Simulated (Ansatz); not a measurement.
Where the default PAW files enter, the runs use the earlier of Ansatz's two default sets.

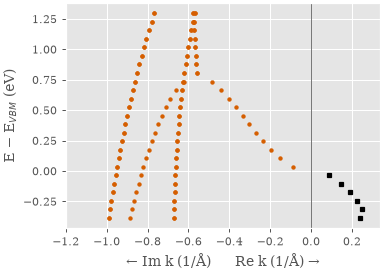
Figure. Complex bands at the centre of the two-dimensional zone; r2SCAN (Ansatz, a quantum-chemistry and plane-wave program)

The gap is the functional's own. No spin-orbit coupling. Mid-gap values are those at the computed energy nearest the middle.

Q: This is WS$_{2}$ (P6_3/mmc, 6 atoms a cell, 17.4 Å³ an atom, 2 GPa at this level) along the normal of (001). Read off the slowest decay at the centre of the two-dimensional zone at 0.53 eV, the computed energy nearest the middle of the gap.

A: κ ≈ 0.37 1/Å, a decay length 1/(2κ) of the density of 1.4 Å.
